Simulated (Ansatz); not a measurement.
**How fast states decay through Li2CaF4**

A new crystal, Li2CaF4: structure, gap and complex bands. It is built by putting Li for Cs in the Cs2CaF4 structure of space group I4/mmm, with the volume rescaled by atomic radii. The parent structure comes from the Materials Project.

Calculated with Ansatz 0.2.0; r2SCAN DFT, plane waves, PAW files, in the first sound run; inputs show where later runs differ.

The structure was built from a prototype and need not be the compound's stable phase.

**1. The structure**

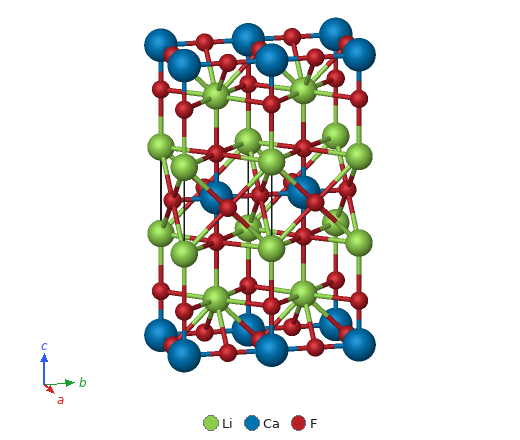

The starting structure, seen slightly off an axis (lithium green, calcium blue, fluorine red). 1×2×1 cells are drawn. This picture shows the conventional cell, with its axes. Some periodic images of atoms are drawn too.

**2. Cell and atoms at rest**

The substituted atoms don't fit the parent's cell, so cell and atoms relax together. A small smearing keeps the run stable in case the gap closes on the way.

File input.yaml:

```yaml
crystal:
  lattice:
    - [-1.8278293851, 1.8278293851, 6.0269005327]
    - [1.8278293851, -1.8278293851, 6.0269005327]
    - [1.8278293851, 1.8278293851, -6.0269005327]
  atoms:
    - { symbol: Li, position: [0.64931373, 0.64931373, 0.0] }
    - { symbol: Li, position: [0.35068627, 0.35068627, 0.0] }
    - { symbol: Ca, position: [0.0, 0.0, 0.0] }
    - { symbol: F, position: [0.0, 0.5, 0.5] }
    - { symbol: F, position: [0.5, 0.0, 0.5] }
    - { symbol: F, position: [0.84789816, 0.84789816, 0.0] }
    - { symbol: F, position: [0.15210184, 0.15210184, 0.0] }
kpoints:
  mp_grid: { grid: [8, 8, 8] }
scf:
  occupations: { method: gaussian, width: 0.03 }
hamiltonian:
  xc: r2scan
output:
  forces: true
  stress: true
relax:
  f_tol: 0.02
  max_steps: 60
  cell: {}
```

Command:

```
$ ansatz run input.yaml --threads 2 --pin off --max-ram 4096MiB --backend cpu --events-out ev --progress --plain --runs-dir out
```

Numbers of over 12 decimals in the logs are rounded to 6 here.

The program printed:

```text
basis.fft_grid_basis auto: the FFT boxes are laid along the combinations [[1, 0, 1], [0, 1, 1], [0, 0, 1]] of the cell's own vectors, 3.656, 3.656 and 6.558 Å long. The dense box has 27×27×48 points. Along the cell's own vectors, as sized, it would have 48×48×48, 3.16 times as many. Of the 16 symmetry operations that the crystal satisfies within crystal.symmetry.tolerance (time reversal apart; of a slab, those that k [...]
Engine: ansatz 0.2.0, x86_64-unknown-linux-gnu
Pseudopotentials: kind: paw
Pseudopotential: Li, paw, valence charge 3, recommended cutoff 500 eV (meta_gga), Li.paw.azcp
Pseudopotential: Ca, paw, valence charge 10, recommended cutoff 500 eV (meta_gga), Ca.paw.azcp
Pseudopotential: F, paw, valence charge 7, recommended cutoff 500 eV (meta_gga), F.paw.azcp
Functional definition: r2SCAN
  parameter k0 = 0.174
  parameter k1 = 0.065
  parameter a1 = 4.9479
  exchange = r2scan_x(k0 = k0, k1 = k1, a1 = a1)
  correlation = r2scan_c
Crystal: 7 atoms, lattice volume = 80.543 Å³
Basis set: ecut = 500 eV, 2025 PW (Γ), FFT grids on a1+a3, a2+a3, a3, exchange–correlation on 108×108×192 points (64 copies of the dense FFT grid, shifted against one another)
Bands: 29, of which v1, the nominal top of the filled ones, is band 22 counted from 1 (21 counted from 0)
Symmetry: 16 space group operations
Space group: I4/mmm (ITA 139), of the structure as read, at distance tolerance 4.3e-5 Å
k-points: 59 of 512
Non-local potential: Li, projectors of the file, l = 0: 3, l = 1: 2, l = 2: 1
Non-local potential: Ca, projectors of the file, l = 0: 3, l = 1: 2, l = 2: 2
Non-local potential: F, projectors of the file, l = 0: 2, l = 1: 2, l = 2: 1
PAW form: soft (Blöchl's): semilocal exchange-correlation on the pseudo side does not see the compensation charge
PAW frozen core: Ca, regenerated for the run's functional (the file was generated under x = pbe(κ = 0.804, μ = 0.219515), c = pbe(β = 0.066725))
PAW frozen core: F, regenerated for the run's functional (the file was generated under x = pbe(κ = 0.804, μ = 0.219515), c = pbe(β = 0.066725))
PAW one-centre angular grid: Li, 302 points (default); XC on 327 of its mesh's 2665 points in the sphere
PAW one-centre angular grid: Ca, 302 points (default); XC on 160 Gauss nodes
PAW one-centre angular grid: F, 302 points (default); XC on 160 Gauss nodes
Initial density: superposition of atomic densities (neutral atoms: chi_scale 0, normalization atom), corrected by the library's trained network
Initial wavefunctions: pseudopotential atomic-orbital guess
Functional: x = r2scan, c = r2scan; τ floored in thin density (d = 2e-4 eV/Å³)
SCF iter   1: F=—  HF=-5474.853942 eV  |F-HF|=—  |Δ(HF+E_count)|=         —  Δρ=1.34e-2  dr2=1.49e-1  dr2_τ=3.52e-1  ethr=1.77e-3  ⟨swp⟩=6.9  Hψ=8874  notcnv=0  defer=2
preconditioner: auto → Resta (q_TF=auto, 2.467 Å⁻¹)  ε∞=2.7  [insulator: Δε(μ)=5.514 eV  Ē_g=19.411 eV  σ=0.030 eV  W_gap=1.00  n_scr=24 (ndim 8)  ℏωp=25.5 eV  f_vac=0.158  D(μ)=0.00/eV (n_scr^D=0)  ε∞_Penn≈2.7]
SCF iter   2: F=—  HF=-5475.087180 eV  |F-HF|=—  |Δ(HF+E_count)|=   2.33e-1  Δρ=4.96e-3  dr2=2.35e-2  dr2_τ=2.32e-3  ethr=3.40e-4  ⟨swp⟩=3.0  Hψ=3730  notcnv=0  defer=123
SCF iter   3: F=—  HF=-5475.085165 eV  |F-HF|=—  |Δ(HF+E_count)|=   2.01e-3  Δρ=2.03e-3  dr2=6.10e-3  dr2_τ=2.80e-4  ethr=5.34e-5  ⟨swp⟩=2.8  Hψ=2161  notcnv=0  defer=64
automatic band count: iteration 3 solves 28 bands in place of 29: the levels show a gap, and the empty bands left out lie too high to hold charge; the band table lists the bands solved (type scf.n_extra_bands for more)
SCF iter   4: F=—  HF=-5475.083818 eV  |F-HF|=—  |Δ(HF+E_count)|=   1.35e-3  Δρ=5.09e-4  dr2=2.03e-4  dr2_τ=1.81e-5  ethr=1.39e-5  ⟨swp⟩=2.4  Hψ=2547  notcnv=0  defer=64
SCF iter   5: F=—  HF=-5475.083867 eV  |F-HF|=—  |Δ(HF+E_count)|=   4.95e-5  Δρ=2.56e-4  dr2=3.15e-5  dr2_τ=3.25e-6  ethr=4.61e-7  ⟨swp⟩=2.3  Hψ=2671  notcnv=0  defer=64
SCF iter   6: F=—  HF=-5475.083863 eV  |F-HF|=—  |Δ(HF+E_count)|=   4.23e-6  Δρ=8.39e-5  dr2=2.67e-6  dr2_τ=4.41e-7  ethr=7.15e-8  ⟨swp⟩=2.0  Hψ=2649  notcnv=0  defer=64
SCF iter   7: F=-5475.083863 eV  HF=-5475.083863 eV  |F-HF|=4.34e-8  |Δ(HF+E_count)|=   8.56e-8  Δρ=1.22e-5  dr2=9.95e-8  dr2_τ=1.65e-8  ethr=2.27e-10  ⟨swp⟩=3.0  Hψ=6500  notcnv=0
SCF 1 converged in 7 iterations: F = -5475.083863 eV  dr2 = 9.95e-8
  greatest PAW one-centre occupation: 1.007 electrons in one spin orbital (limit 2), on the Ca atom at site 2 (counted from 0), in its partial waves of l = 1
relax step   1: F+E_penalty+E_count = -5475.08386291 eV  Δ(F+E_penalty+E_count) = +0.000e0 eV  max|allowed force component| = 8.652e0 eV/Å  Δτ_max = 0.0000 Å  P = +52.378 GPa  Ω = 80.543 Å³  (7 SCF iters, dr2 threshold 1.00e-7 eV, accepted)
Crystal: 7 atoms, lattice volume = 89.160 Å³
Basis set: ecut = 500 eV, 2211 PW (Γ), FFT grids on a1+a3, a2+a3, a3, exchange–correlation on 108×108×192 points (64 copies of the dense FFT grid, shifted against one another)
Initial density: handed on by an earlier stage of this run
Initial wavefunctions: those handed on with the density
iter 1 solved again at ethr=8.90e-4 eV; its pass at ethr=3.10e-3 eV (dr2=3.92e-1 eV) is discarded
SCF iter   1: F=—  HF=-5478.485791 eV  |F-HF|=—  |Δ(HF+E_count)|=         —  Δρ=2.12e-2  dr2=3.92e-1  dr2_τ=3.74e0  ethr=8.90e-4  ⟨swp⟩=1.0  Hψ=9341  notcnv=0
automatic band count: iteration 1 solves 26 bands in place of 29: the levels show a gap, and the empty bands left out lie too high to hold charge; the band table lists the bands solved (type scf.n_extra_bands for more)
preconditioner: auto → Resta (q_TF=auto, 2.425 Å⁻¹)  ε∞=3.0  [insulator: Δε(μ)=5.157 eV  Ē_g=17.121 eV  σ=0.030 eV  W_gap=1.00  n_scr=24 (ndim 8)  ℏωp=24.2 eV  f_vac=0.233  D(μ)=0.00/eV (n_scr^D=0)  ε∞_Penn≈3.0]
SCF iter   2: F=—  HF=-5479.048131 eV  |F-HF|=—  |Δ(HF+E_count)|=   5.62e-1  Δρ=9.91e-3  dr2=8.59e-2  dr2_τ=6.74e-3  ethr=8.90e-4  ⟨swp⟩=3.2  Hψ=2912  notcnv=0
SCF iter   3: F=—  HF=-5479.023034 eV  |F-HF|=—  |Δ(HF+E_count)|=   2.51e-2  Δρ=5.15e-3  dr2=1.90e-2  dr2_τ=2.11e-3  ethr=1.95e-4  ⟨swp⟩=2.9  Hψ=3316  notcnv=0
SCF iter   4: F=—  HF=-5479.017701 eV  |F-HF|=—  |Δ(HF+E_count)|=   5.33e-3  Δρ=1.38e-3  dr2=2.32e-3  dr2_τ=1.79e-4  ethr=4.31e-5  ⟨swp⟩=3.4  Hψ=2528  notcnv=0
SCF iter   5: F=—  HF=-5479.017107 eV  |F-HF|=—  |Δ(HF+E_count)|=   5.94e-4  Δρ=4.48e-4  dr2=1.25e-4  dr2_τ=2.30e-5  ethr=5.27e-6  ⟨swp⟩=2.3  Hψ=2451  notcnv=0
SCF iter   6: F=—  HF=-5479.017127 eV  |F-HF|=—  |Δ(HF+E_count)|=   1.98e-5  Δρ=1.93e-4  dr2=2.30e-5  dr2_τ=1.93e-6  ethr=2.84e-7  ⟨swp⟩=2.1  Hψ=2861  notcnv=0
[...]
relax step   5: F+E_penalty+E_count = -5481.85689803 eV  Δ(F+E_penalty+E_count) = -2.962e-1 eV  max|allowed force component| = 4.287e-1 eV/Å  Δτ_max = 0.1943 Å  P = +4.087 GPa  Ω = 98.810 Å³  energy of the carried Pulay correction = -1.172e-2 eV  (7 SCF iters, dr2 threshold 7.00e-7 eV, accepted)
relax step   6: F+E_penalty+E_count = -5481.95363875 eV  Δ(F+E_penalty+E_count) = -9.674e-2 eV  max|allowed force component| = 1.637e-1 eV/Å  Δτ_max = 0.0344 Å  P = +2.210 GPa  Ω = 100.569 Å³  energy of the carried Pulay correction = -1.266e-2 eV  (7 SCF iters, dr2 threshold 7.00e-7 eV, accepted)
relax step   7: F+E_penalty+E_count = -5482.00007327 eV  Δ(F+E_penalty+E_count) = -4.643e-2 eV  max|allowed force component| = 9.726e-2 eV/Å  Δτ_max = 0.0314 Å  P = +0.011 GPa  Ω = 103.229 Å³  energy of the carried Pulay correction = -1.403e-2 eV  (7 SCF iters, dr2 threshold 7.00e-7 eV, accepted)
relax step   8: F+E_penalty+E_count = -5482.00195393 eV  Δ(F+E_penalty+E_count) = -1.881e-3 eV  max|allowed force component| = 2.607e-2 eV/Å  Δτ_max = 0.0110 Å  P = +0.019 GPa  Ω = 103.048 Å³  energy of the carried Pulay correction = -1.393e-2 eV  (5 SCF iters, dr2 threshold 7.00e-7 eV, accepted)
relax step   9: F+E_penalty+E_count = -5482.00210854 eV  Δ(F+E_penalty+E_count) = -1.546e-4 eV  max|allowed force component| = 1.447e-2 eV/Å  Δτ_max = 0.0108 Å  P = +0.032 GPa  Ω = 102.786 Å³  energy of the carried Pulay correction = -1.380e-2 eV  (6 SCF iters, dr2 threshold 4.25e-8 eV, accepted)
relax step  10: F+E_penalty+E_count = -5482.00210633 eV  Δ(F+E_penalty+E_count) = +2.204e-6 eV  max|allowed force component| = 7.831e-4 eV/Å  Δτ_max = 0.0056 Å  P = +0.003 GPa  Ω = 102.951 Å³  energy of the carried Pulay correction = -1.389e-2 eV  (8 SCF iters, accepted)
relax step  11: F+E_penalty+E_count = -5482.08108029 eV  Δ(F+E_penalty+E_count) = -7.897e-2 eV  max|allowed force component| = 2.558e-3 eV/Å  Δτ_max = 0.0000 Å  P = +1.324 GPa  Ω = 102.951 Å³  stress off target by 1.89e0 GPa  SCF on the basis re-selected at this cell (its energy is not comparable with the rows above)  (8 SCF iters)
relax step  12: F+E_penalty+E_count = -5482.09528174 eV  Δ(F+E_penalty+E_count) = -1.420e-2 eV  max|allowed force component| = 2.677e-2 eV/Å  Δτ_max = 0.0060 Å  P = +0.558 GPa  Ω = 104.548 Å³  energy of the carried Pulay correction = -8.595e-4 eV  (5 SCF iters, dr2 threshold 7.00e-7 eV, accepted)
relax step  13: F+E_penalty+E_count = -5482.09608498 eV  Δ(F+E_penalty+E_count) = -8.032e-4 eV  max|allowed force component| = 7.932e-2 eV/Å  Δτ_max = 0.0104 Å  P = -0.258 GPa  Ω = 106.058 Å³  energy of the carried Pulay correction = -1.657e-3 eV  (5 SCF iters, dr2 threshold 7.00e-7 eV, accepted)
relax step  14: F+E_penalty+E_count = -5482.09711702 eV  Δ(F+E_penalty+E_count) = -1.032e-3 eV  max|allowed force component| = 1.041e-2 eV/Å  Δτ_max = 0.0052 Å  P = -0.005 GPa  Ω = 105.664 Å³  energy of the carried Pulay correction = -1.450e-3 eV  (4 SCF iters, dr2 threshold 6.34e-7 eV, accepted)
relax step  15: F+E_penalty+E_count = -5482.09712096 eV  Δ(F+E_penalty+E_count) = -3.947e-6 eV  max|allowed force component| = 1.364e-4 eV/Å  Δτ_max = 0.0008 Å  P = +0.001 GPa  Ω = 105.689 Å³  energy of the carried Pulay correction = -1.463e-3 eV  (4 SCF iters, dr2 threshold 1.11e-8 eV, accepted)
iter 1 solved again at ethr=5.21e-8 eV; its pass at ethr=3.10e-3 eV (dr2=2.29e-5 eV) is discarded
SCF iter   1: F=—  HF=-5482.098166 eV  |F-HF|=—  |Δ(HF+E_count)|=         —  Δρ=2.07e-4  dr2=1.89e-6  dr2_τ=4.31e-6  ethr=5.21e-8  ⟨swp⟩=3.2  Hψ=14258  notcnv=0
preconditioner: auto → Resta (q_TF=auto, 2.358 Å⁻¹)  ε∞=2.6  [insulator: Δε(μ)=6.150 eV  Ē_g=17.863 eV  σ=0.030 eV  W_gap=1.00  n_scr=32 (ndim 8)  ℏωp=22.3 eV  f_vac=0.236  D(μ)=0.00/eV (n_scr^D=0)  ε∞_Penn≈2.6]
SCF iter   2: F=—  HF=-5482.098490 eV  |F-HF|=—  |Δ(HF+E_count)|=   3.25e-4  Δρ=1.06e-4  dr2=4.71e-7  dr2_τ=8.05e-6  ethr=4.29e-9  ⟨swp⟩=2.0  Hψ=3009  notcnv=0
SCF iter   3: F=—  HF=-5482.098408 eV  |F-HF|=—  |Δ(HF+E_count)|=   8.26e-5  Δρ=2.08e-5  dr2=1.90e-7  dr2_τ=1.23e-7  ethr=1.07e-9  ⟨swp⟩=2.0  Hψ=3009  notcnv=0
SCF iter   4: F=—  HF=-5482.098407 eV  |F-HF|=—  |Δ(HF+E_count)|=   8.74e-7  Δρ=4.54e-6  dr2=3.05e-9  dr2_τ=1.26e-8  ethr=4.31e-10  ⟨swp⟩=2.0  Hψ=2714  notcnv=0
SCF iter   5: F=—  HF=-5482.098407 eV  |F-HF|=—  |Δ(HF+E_count)|=   9.46e-8  Δρ=5.97e-7  dr2=3.16e-10  dr2_τ=4.67e-11  ethr=6.93e-12  ⟨swp⟩=2.0  Hψ=3009  notcnv=0
SCF iter   6: F=-5482.098407 eV  HF=-5482.098407 eV  |F-HF|=9.09e-13  |Δ(HF+E_count)|=  1.37e-10  Δρ=1.14e-7  dr2=1.77e-11  dr2_τ=8.93e-13  ethr=1.00e-12  ⟨swp⟩=4.0  Hψ=5128  notcnv=0
SCF 16 converged in 6 iterations: F = -5482.098407 eV  dr2 = 1.77e-11
relax step  16: F+E_penalty+E_count = -5482.09840684 eV  Δ(F+E_penalty+E_count) = -1.286e-3 eV  max|allowed force component| = 7.405e-5 eV/Å  Δτ_max = 0.0000 Å  P = -0.017 GPa  Ω = 105.689 Å³  stress off target by 2.03e-2 GPa  SCF on the basis re-selected at this cell (its energy is not comparable with the rows above)  (6 SCF iters)
basis re-selected at this cell: Δ(F+E_penalty+E_count) = -1.286e-3 eV, ΔP = -0.017 GPa vs the last step (what re-selecting the basis moved, of the pressure what is left beyond the Pulay correction that the steps carried, after the strain that the cell walked since its last selection, with what the two solves' SCF thresholds leave and, on support functions, any second-order correction that the steps lacked; it is no m [...]
SCF converged after 6 iterations
Free energy (F): -5482.098407 eV
Harris-Foulkes:  -5482.098407 eV  (|F-HF|=9.09e-13)
Internal energy: -5482.098407 eV  (E = F + TS)
E sigma→0 (E₀):  -5482.098407 eV
Fermi energy:    2.252289 eV
--- Per-component energies (eV) ---
  E_band       = -581.570082
  E_kinetic    = 1158.376211
  E_local      = -3982.035908  (includes V_loc(G=0)·N_el)
  E_nonlocal   = 287.944827
  E_hartree    = 1485.119063
  E_xc         = -477.568704
  E_vxc        = -694.773647  (∫ρ·V_xc dr)
  E_paw        = -1719.762321  (= ΣΔE_a)
  E_vpaw       = -370.949815  (= ΣTr[D̂ρ^β])
  E_aug_tail   = 0.003904  (compensation charges beyond the density's cutoff)
  E_vtau       = 49.626117  (kinetic-family band-sum trace: ∫τ·v_τ [+ j·A + Jᵃ·Aᵃ] dr)
  E_ewald      = -2233.829247
  E_core_change = -0.346231  (= ΣΔE_core)
  E_smearing   = -0.000000  (= −TS)
  E_closure    = -0.000000  (closes the sum)
  Σ components = -5482.098407   (vs F -5482.098407, Δ=0.00e0)
--- Forces (eV/Å), atoms counted from 1 ---
  atom   1  Li    -0.00000000    -0.00000000     0.00007405
  atom   2  Li     0.00000000     0.00000000    -0.00007405
  atom   3  Ca     0.00000000     0.00000000     0.00000000
  atom   4  F      0.00000000    -0.00000000    -0.00000000
  atom   5  F      0.00000000     0.00000000    -0.00000000
  atom   6  F     -0.00000000     0.00000000     0.00002398
  atom   7  F      0.00000000     0.00000000    -0.00002398
  max |Σ_I F_I| component: 4.88e-19 eV/Å
--- Stress (GPa, compression-positive) ---
       -0.020264      -0.000000       0.000000
       -0.000000      -0.020264      -0.000000
        0.000000      -0.000000      -0.009107
  P = ⅓ Tr σ = -0.0165 GPa (-0.165 kbar)
--- Relaxed structure (14 steps of the walk, 14 accepted, 2 SCFs on fresh bases) ---
  F+E_penalty+E_count = -5482.09840684 eV   max|allowed force component| = 7.405e-5 eV/Å   (the final SCF, on the basis selected at the relaxed cell)
  cell:  # Å, volume = 105.6887 Å³
    - [-2.190383, 2.190383, 5.507170]
    - [2.190383, -2.190383, 5.507170]
    - [2.190383, 2.190383, -5.507170]
  atoms:
    - { symbol: Li, position: [0.648147, 0.648147, 0] }
    - { symbol: Li, position: [0.351853, 0.351853, 0] }
    - { symbol: Ca, position: [-6.887363476220322e-19, -6.887363476220324e-19, 0] }
    - { symbol: F, position: [-6.887363476220312e-19, 0.5, 0.5] }
    - { symbol: F, position: [0.5, -6.887363476220318e-19, 0.5] }
    - { symbol: F, position: [0.802006, 0.802006, 0] }
    - { symbol: F, position: [0.197994, 0.197994, 0] }
```

Wall time 1.8 min (2 threads of Intel Xeon 6975P-C (Granite Rapids), shared host); peak memory 0.77 GiB.

The steps of the relaxation:

| step | energy less that of the first step (eV) | largest force component (eV/Å) | pressure (GPa) | volume (Å³) |
| --- | --- | --- | --- | --- |
| 1 | 0.0000 | 8.6522 | 52.38 | 80.54 |
| 2 | -3.9333 | 3.7405 | 23.90 | 89.16 |
| 3 | -5.9147 | 2.0503 | 10.04 | 96.28 |
| 4 | -6.4768 | 1.9595 | 8.10 | 98.19 |
| 5 | -6.7730 | 0.4287 | 4.09 | 98.81 |
| 6 | -6.8698 | 0.1637 | 2.21 | 100.57 |
| 7 | -6.9162 | 0.0973 | 0.01 | 103.23 |
| 8 | -6.9181 | 0.0261 | 0.02 | 103.05 |
| 9 | -6.9182 | 0.0145 | 0.03 | 102.79 |
| 10 | -6.9182 | 0.0008 | 0.00 | 102.95 |
| 11* | -6.9972 | 0.0026 | 1.32 | 102.95 |
| 12 | -7.0114 | 0.0268 | 0.56 | 104.55 |
| 13 | -7.0122 | 0.0793 | -0.26 | 106.06 |
| 14 | -7.0133 | 0.0104 | -0.01 | 105.66 |
| 15 | -7.0133 | 0.0001 | 0.00 | 105.69 |
| 16* | -7.0145 | 0.0001 | -0.02 | 105.69 |

Relaxation steps marked * repeat the geometry before them on a plane-wave basis chosen anew for their cell, so energy and pressure can jump there.

Forces are held to the 16 operations that the run works with; a distortion that breaks them can't arise in this run.

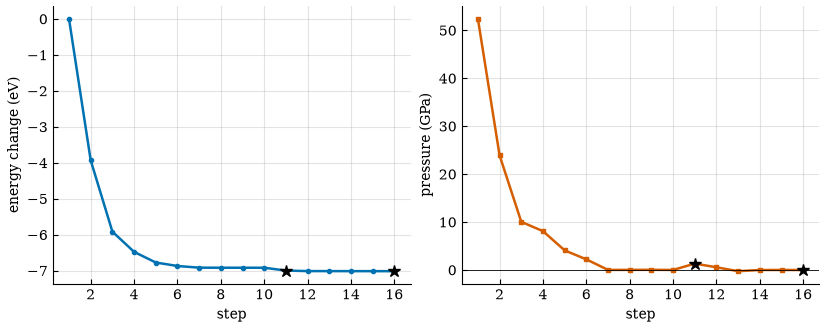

Energy and pressure along the relaxation. Stars mark steps on a basis chosen anew.

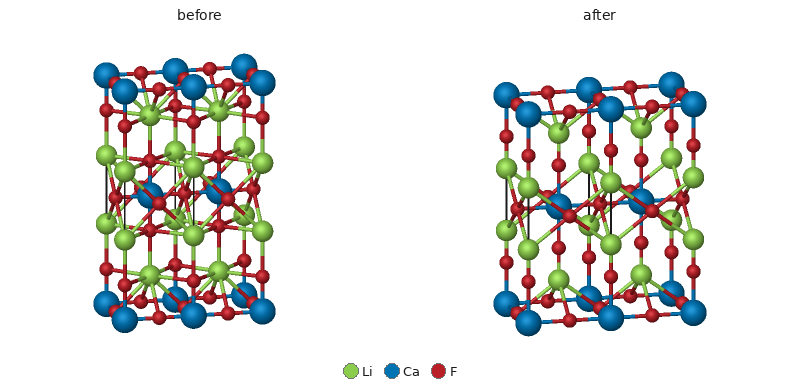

The structure before and after the relaxation, drawn at the same scale.

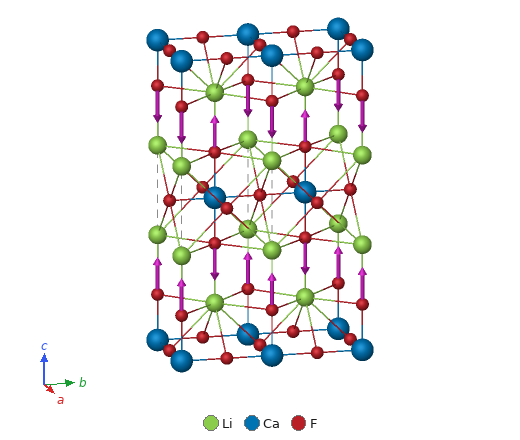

Displacements in the relaxation, exaggerated, measured against the changing cell; the longest in the cell stands for 0.51 Å. 1×2×1 conventional cells are drawn. Some periodic images of atoms are drawn too.

| cell as run | before | after | change |
| --- | --- | --- | --- |
| a (Å) | 6.558 | 6.319 | -3.6 % |
| b (Å) | 6.558 | 6.319 | -3.6 % |
| c (Å) | 6.558 | 6.319 | -3.6 % |
| α (°) | 147.63 | 139.43 | -5.6 % |
| β (°) | 147.63 | 139.43 | -5.6 % |
| γ (°) | 46.43 | 58.71 | +26.5 % |
| volume (Å³/atom) | 11.51 | 15.10 | +31.2 % |

The atoms that moved most (Å, as changes of fractional coordinates times the final cell):

| atom | dx | dy | dz | length |
| --- | --- | --- | --- | --- |
| F6 | 0.000 | 0.000 | -0.505 | 0.505 |
| F7 | 0.000 | 0.000 | 0.505 | 0.505 |
| Li2 | 0.000 | 0.000 | 0.013 | 0.013 |
| Li1 | 0.000 | 0.000 | -0.013 | 0.013 |

Numbers from this step:

- free energy: -5482.0984 eV
- Fermi energy: 2.252 eV
- pressure: -0.01654 GPa

The largest force component on a free atom ends at 7.4e-5 eV/Å.

(Continued in part 2 of 3.)

[Logs are printed without paths, hosts, clocks, repeated set-up lines and the standing remarks that a program may print on its own settings, such as how far it seeks lower states.]

[Hosts, paths, dates, database ids (printed as entryN), source tags and the programs' standing remarks are cut or masked in the printed files.]

[New means built here by substitution; the compound itself may be known and measured.]
